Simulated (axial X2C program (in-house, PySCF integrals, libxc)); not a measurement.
# MoP⁻: bond curves with and without spin–orbit coupling, part 2 of 2

Computed with an in-house X2C program for linear molecules on PySCF integrals; all-electron X2C, Mo dyall-acv3z, P dyall-av3z.

**9. PBE0, 2c**

State followed: Ω = 1 (excess of +ω over −ω: ω = -3/2, ω = 5/2). The scan is laid around 2.177 Å, a first estimate of the minimum, and this SCF restarts from the orbitals of the search.

The SCF at the reference distance of 2.177 Å:

```text
two-component X2C + atomic mean field  PBE0
basis functions 225  fitting functions 1064  grid points 5080
iter        total energy     max residual
   1      -4380.423444043     9.29e+00
   2      -4388.192713793     9.31e-02
   3      -4378.360978051     2.77e-01
   4      -4388.143101610     1.02e-01
   5      -4388.426015729     4.89e-02
   6      -4388.352407500     5.03e-02
   7      -4388.545259799     9.74e-03
   8      -4388.548220115     4.28e-03
   9      -4388.548917812     2.96e-03
  10      -4388.549288462     1.26e-03
  11      -4388.549378874     4.25e-04
  12      -4388.549401237     2.32e-04
  13      -4388.549407370     8.64e-05
  14      -4388.549408122     1.85e-05
  15      -4388.549408188     9.82e-06
  16      -4388.549408214     3.31e-06
  17      -4388.549408221     1.60e-06
  18      -4388.549408222     9.21e-07
converged
one-electron -6369.79465925  Coulomb 1977.84062753  exact exchange -36.32988031  xc functional -111.45720908  nuclear repulsion 153.13809962  atomic mean-field constant -1.94638674
```

Along the bond, energies from the lowest point:

| R (Å) | E (eV) | μ (D) | HOMO (eV) | LUMO (eV) | iterations |
| --- | --- | --- | --- | --- | --- |
| 1.894 | 1.0207 | -1.88 | 0.75 | 1.59 | 24 |
| 1.981 | 0.4062 | -2.56 | 0.70 | 1.63 | 21 |
| 2.046 | 0.1532 | -3.05 | 0.66 | 1.64 | 21 |
| 2.112 | 0.0295 | -3.52 | 0.61 | 1.66 | 20 |
| 2.177 | 0.0000 | -3.94 | 0.58 | 1.66 | 18 |
| 2.253 | 0.0484 | -4.38 | 0.55 | 1.66 | 18 |
| 2.329 | 0.1555 | -4.76 | 0.52 | 1.65 | 17 |
| 2.427 | 0.3445 | -5.20 | 0.50 | 1.64 | 17 |
| 2.547 | 0.6133 | -5.66 | 0.49 | 1.63 | 16 |
| 2.721 | 1.0163 | -6.18 | 0.47 | 1.62 | 16 |

Dipoles are positive if P is the positive end and refer to the centre of mass.

Outer spinors at the reference distance:

```csv
ω,occupied,ε (eV),atomic character,λ mixture
-1/2,yes,-35.14,97% Mo p,"91% σ, 9% π"
1/2,yes,-35.09,98% Mo p,"86% π, 14% σ"
-3/2,yes,-33.90,98% Mo p,100% π
-1/2,yes,-9.87,"65% P s, 13% Mo d, 11% Mo p",100% σ
1/2,yes,-9.15,"62% P s, 16% Mo d, 10% Mo p",100% σ
-1/2,yes,-2.32,"74% Mo d, 22% P p","99% π, 1% σ"
1/2,yes,-2.22,"52% Mo d, 36% P p, 6% P s",100% σ
3/2,yes,-1.95,"72% Mo d, 23% P p",100% π
-1/2,yes,-1.80,"66% P p, 21% Mo d, 6% Mo s","99% σ, 1% π"
-3/2,yes,-1.65,96% Mo d,"98% δ, 2% π"
5/2,yes,-1.44,97% Mo d,100% δ
1/2,yes,-1.36,"61% P p, 27% Mo d, 5% Mo p","99% π, 1% σ"
-3/2,yes,-1.31,"61% P p, 28% Mo d, 5% Mo p","98% π, 2% δ"
1/2,yes,-1.06,"53% Mo s, 22% P p, 13% Mo d","99% σ, 1% π"
-1/2,yes,0.58,"40% Mo p, 40% P p, 15% Mo d",100% π
1/2,no,1.66,"81% Mo p, 16% Mo s",100% σ
3/2,no,1.67,"94% Mo p, 4% P p",100% π
-1/2,no,1.74,97% Mo p,100% π
-1/2,no,1.91,"93% Mo p, 6% Mo s",100% σ
```

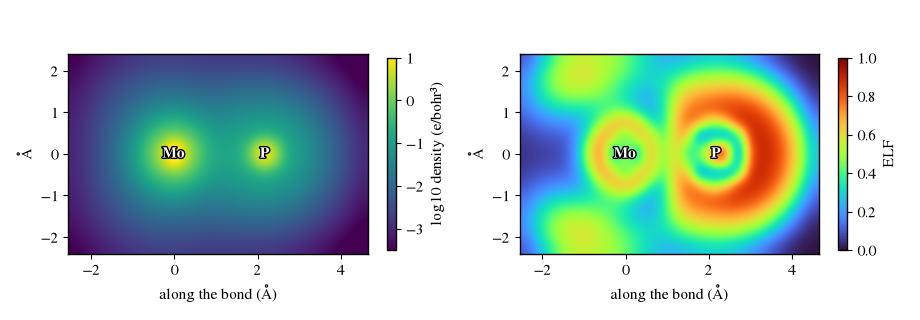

PBE0 fields in a plane through the axis, from a grid of 0.3 Å; Mo lies at z = 0 and P at z = 2.177 Å; the ELF is damped to zero where the density is low.

Re = 2.169 Å, ωe = 432 cm⁻¹, ωexe = 2.35 cm⁻¹, Be = 0.1522 cm⁻¹, De = 2.98 eV, μ = -3.89 D.

**10. HF, 2c**

Output at 2.177 Å:

```text
two-component X2C + atomic mean field  HF
basis functions 225  fitting functions 1064  grid points 5080
iter        total energy     max residual
   1      -4386.081840070     2.90e-01
   2      -4386.115800148     1.28e-02
   3      -4386.123715135     1.04e-02
   4      -4386.127788911     7.86e-03
   5      -4386.132863726     5.45e-03
   6      -4386.136059197     2.50e-03
   7      -4386.136725826     1.25e-03
   8      -4386.136929519     1.05e-03
   9      -4386.137022403     7.63e-04
  10      -4386.137094429     5.06e-04
  11      -4386.137149872     3.81e-04
  12      -4386.137203935     1.22e-04
  13      -4386.137213917     7.17e-05
  14      -4386.137216336     6.75e-05
  15      -4386.137217316     4.01e-05
  16      -4386.137218073     3.11e-05
  17      -4386.137218387     2.56e-05
  18      -4386.137218582     2.19e-05
  19      -4386.137218842     1.68e-05
  20      -4386.137219027     1.20e-05
  21      -4386.137219170     5.97e-06
  22      -4386.137219207     3.35e-06
  23      -4386.137219213     2.31e-06
  24      -4386.137219215     1.45e-06
converged
one-electron -6368.16934766  Coulomb 1976.33433650  exact exchange -145.49392093  xc functional 0.00000000  nuclear repulsion 153.13809962  atomic mean-field constant -1.94638674
```

No constants are quoted: too few points lie around the minimum for a second fit to confirm the first.

**11. B97-3, 2c**

The SCF at the reference distance of 2.177 Å:

```text
two-component X2C + atomic mean field  B97-3
basis functions 225  fitting functions 1064  grid points 5080
iter        total energy     max residual
   1      -4388.646327983     3.87e-02
   2      -4388.621653120     2.45e-02
   3      -4388.628651799     2.57e-02
   4      -4388.651205030     8.47e-03
   5      -4388.656379591     4.75e-03
   6      -4388.658451359     2.71e-03
   7      -4388.658976219     1.02e-03
   8      -4388.659158188     5.96e-04
   9      -4388.659233808     3.60e-04
  10      -4388.659277136     1.62e-04
  11      -4388.659296065     8.62e-05
  12      -4388.659305238     7.63e-05
  13      -4388.659311431     6.56e-05
  14      -4388.659317842     5.16e-05
  15      -4388.659325091     2.76e-05
  16      -4388.659327722     1.00e-05
  17      -4388.659327931     6.15e-06
  18      -4388.659327950     2.90e-06
  19      -4388.659327953     1.41e-06
  20      -4388.659327953     1.18e-06
converged
one-electron -6368.60852496  Coulomb 1976.58034619  exact exchange -39.10527792  xc functional -108.71758413  nuclear repulsion 153.13809962  atomic mean-field constant -1.94638674
```

No constants are quoted: the solution changes its character somewhere along the scan, so the fit is set aside.

**12. Correlated methods, 2c**

Correlated methods: 12 electrons correlated (frozen shells, counted by type: Mo 4 s, 3 p, 1 d; P 2 s, 1 p), 312 virtual spinors in MP2, 90 natural virtuals in coupled cluster.

Output of the correlated part at 2.177 Å:

```text
correlated 12  virtual 312  natural virtual 90  E(MP2) -0.263966557  MP2 remainder -0.013892125
iter   CCSD correlation   residual
   1     -0.257823112   1.64e-01
   2     -0.267964128   8.95e-02
   3     -0.275242518   5.86e-02
   4     -0.279090238   3.42e-02
   5     -0.280359077   1.52e-02
   6     -0.280794659   8.04e-03
   7     -0.280898776   3.96e-03
   8     -0.280944731   1.78e-03
   9     -0.280940182   7.64e-04
  10     -0.280956180   3.21e-04
  11     -0.280952658   1.46e-04
  12     -0.280955411   7.65e-05
  13     -0.280954468   3.74e-05
  14     -0.280954060   1.75e-05
  15     -0.280953928   8.97e-06
  16     -0.280953857   4.04e-06
  17     -0.280953823   1.89e-06
  18     -0.280953801   1.02e-06
  19     -0.280953773   4.37e-07
  20     -0.280953771   1.85e-07
(T) -0.018636489  T1 0.1009  D1 0.1964  max T2 0.058
```

MP2: No constants are quoted: the reference is strongly spin-contaminated.

CCSD: Re = 2.194 Å, ωe = 412 cm⁻¹, Be = 0.1489 cm⁻¹, De = 2.54 eV. T1 at Re = 0.071 (Lee–Taylor, the printed value over √2).

CCSD(T): No constants are quoted: the points don't follow one smooth fit.

**13. A higher determinant, 2c**

State: Ω = 3 (excess of +ω over −ω: ω = 1/2, ω = 5/2).

Output at the reference distance:

```text
two-component X2C + atomic mean field  PBE0
basis functions 225  fitting functions 1064  grid points 5080
iter        total energy     max residual
   1      -4380.419266903     9.29e+00
   2      -4388.189097808     9.30e-02
   3      -4378.673768403     2.81e-01
   4      -4388.214003284     9.12e-02
   5      -4388.396205436     6.87e-02
   6      -4388.424746907     4.63e-02
   7      -4388.542988270     1.08e-02
   8      -4388.546357057     3.82e-03
   9      -4388.546930643     1.49e-03
  10      -4388.547058065     8.28e-04
  11      -4388.547096414     2.66e-04
  12      -4388.547106377     1.78e-04
  13      -4388.547108672     3.48e-05
  14      -4388.547108904     1.87e-05
  15      -4388.547108974     7.16e-06
  16      -4388.547108982     3.17e-06
  17      -4388.547108983     7.63e-07
converged
one-electron -6369.71473270  Coulomb 1977.76152073  exact exchange -36.32953789  xc functional -111.45607201  nuclear repulsion 153.13809962  atomic mean-field constant -1.94638674
```

| R (Å) | E above the lowest PBE0 point (eV) |
| --- | --- |
| 1.894 | 1.080 |
| 1.981 | 0.469 |
| 2.046 | 0.217 |
| 2.112 | 0.093 |
| 2.177 | 0.063 |
| 2.253 | 0.108 |
| 2.329 | 0.212 |
| 2.427 | 0.396 |
| 2.547 | 0.660 |

Re = 2.171 Å, ωe = 427 cm⁻¹, ωexe = 2.31 cm⁻¹, Be = 0.152 cm⁻¹, μ = -3.85 D. Te = 0.06 eV.

**14. The 2c curves together**

Energy (eV) of the followed determinant, 2c, from each level's lowest point:

```
R (Å)   PBE0     HF  MP2 (spin-contaminated)   CCSD  CCSD(T)  B97-3 (jumps)
1.894  1.021  2.187                    0.778    n/a      n/a          0.748
1.981  0.406  1.318                    0.299  0.487    0.441          0.226
2.046  0.153  0.861                    0.109  0.209    0.178          0.048
2.112  0.029  0.529                    0.018  0.057    0.041          0.000
2.177  0.000  0.297                    0.000  0.000    0.000          0.041
2.253  0.048  0.125                    0.049  0.022    0.043          0.168
2.329  0.156  0.033                    0.154  0.104    0.143          0.291
2.427  0.344  0.000                    0.341  0.270    0.333          0.495
2.547  0.613  0.040                    0.568    n/a      n/a          0.772
2.721  1.016    n/a                      n/a    n/a      n/a          1.254
```

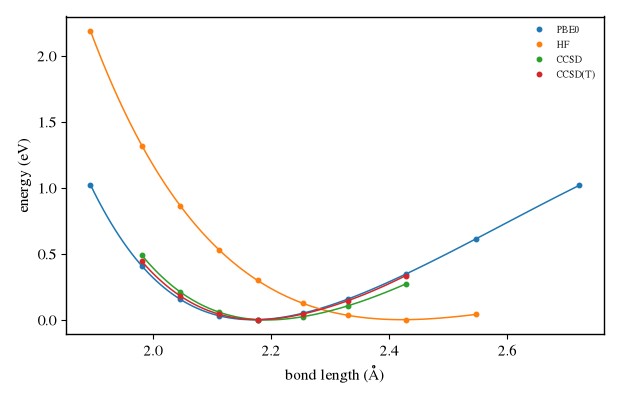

Curves of the followed state, 2c, each from its own lowest point. Left out: MP2, B97-3.

The whole job took 4.6 min on 1 thread, shared host.

**15. Results**

This closing draws on all 2 parts.

Lowest determinant that the search found at its distance, spin-free: M_S = 2, Λ = 1 (beyond closed shells: σα, π+α, δ+α, δ-α).

Lowest determinant that the search found at its distance, 2c: Ω = 1 (excess of +ω over −ω: ω = -3/2, ω = 5/2).

| Hamiltonian | level | Re (Å) | ωe (cm⁻¹) | De (eV) |
| --- | --- | --- | --- | --- |
| spin-free | PBE0 | 2.171 | 430 | 2.95 |
| spin-free | CCSD | 2.197 | 409 | 2.51 |
| spin-free | CCSD(T) | 2.181 | 427 | 2.78 |
| spin-free | B97-3 | 2.184 | 421 | 3.17 |
| 2c | PBE0 | 2.169 | 432 | 2.98 |
| 2c | CCSD | 2.194 | 412 | 2.54 |

No constants: spin-free HF (too few points lie around the minimum for a second fit to confirm the first); spin-free MP2 (the reference is strongly spin-contaminated); 2c HF (too few points lie around the minimum for a second fit to confirm the first); 2c MP2 (the reference is strongly spin-contaminated); 2c CCSD(T) (the points don't follow one smooth fit); 2c B97-3 (the solution changes its character somewhere along the scan, so the fit is set aside).

Time per point (s) on 1 thread, shared host (2c runs; CCSD comes with the CCSD(T) run); the times are rough: PBE0 1.5.

At CCSD, going from spin-free to two-component changes Re by -3 mÅ, ωe by +0.9 %; the spin-free picture holds up (part of it comes from the scalar share of the two-electron terms). De moves by +0.03 eV; both De rest on single-determinant atoms, which can miss part of an open shell's spin–orbit lowering. The highest occupied level is positive at the mean-field levels quoted, but negative in the Hartree–Fock runs, so self-interaction plays a part.

De refers to Mo + P-; at B97-3, spin-free, to Mo- + P, each in the lowest determinant found, which need not be this curve's own limit. The state is a single determinant with fixed occupations, the lowest that a limited PBE0 search found. Dissociation energies refer to the lowest single-determinant-based atoms at the same level and basis. Density functionals use the spin component along the axis (collinear). Coupled cluster ran in a truncated set of natural virtual spinors; the MP2 energy of the rest was added. With several unpaired electrons one determinant need not be a pure state. At some level an empty orbital lies below a filled one. Some points did not converge and are left out. The spin-free determinant is spin-contaminated at some levels. With the outer-core shells frozen, correlated bond lengths of heavy atoms tend to come out a few hundredths of an ångström too long. T1 at Re is 0.072 (Lee–Taylor), above the customary mark of 0.02.
